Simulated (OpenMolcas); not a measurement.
**CH7AlSi (SMILES [CH3][AlH][SiH3]): the HOMO–LUMO gap, rung by rung**

CH7AlSi: 10 atoms, total charge 0, spin state singlet. SMILES: `[CH3][AlH][SiH3]`. The shape is that of a PBE0-D4/def2-TZVP optimisation.

Each level gives the HOMO–LUMO gap (eV). The values are calculated.

| level | kind | program | value (eV) | CPU time |
| --- | --- | --- | --- | --- |
| HF/cc-pVDZ | Hartree–Fock | OpenMolcas | 10.88 | 4.3 s |
| revPBE/cc-pVDZ | GGA | OpenMolcas | 3.83 | 21 s |
| M06-L/cc-pVDZ | meta-GGA | OpenMolcas | 4.42 | 27 s |
| TPSS/cc-pVDZ | meta-GGA | OpenMolcas | 4.07 | 27 s |
| r2SCAN/cc-pVDZ | meta-GGA | OpenMolcas | 4.27 | 25 s |
| M06-2X/cc-pVDZ | hybrid meta-GGA | OpenMolcas | 7.19 | 23 s |
| PBE0/cc-pVDZ | global hybrid | OpenMolcas | 5.60 | 20 s |
| B2PLYP/cc-pVDZ | double hybrid | OpenMolcas | 7.57 | 13 s |

The values span 3.83 to 10.88 eV. Orbital gaps aren't excitation energies, and those of double hybrids come from the SCF part alone; they tend to grow with the share of exact exchange. Times are those of the runs behind each value, whatever else they computed, on shared processors of several kinds: orders of magnitude only.

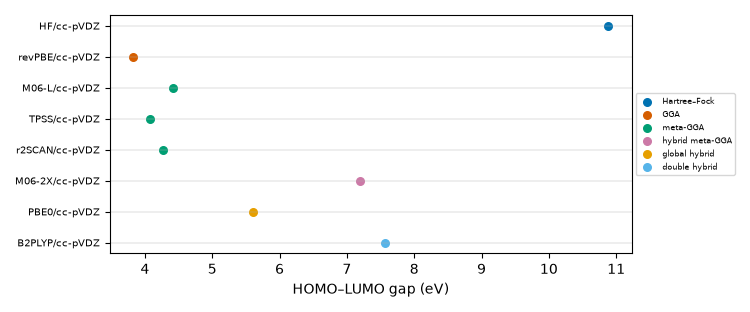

The values of the table, level by level.
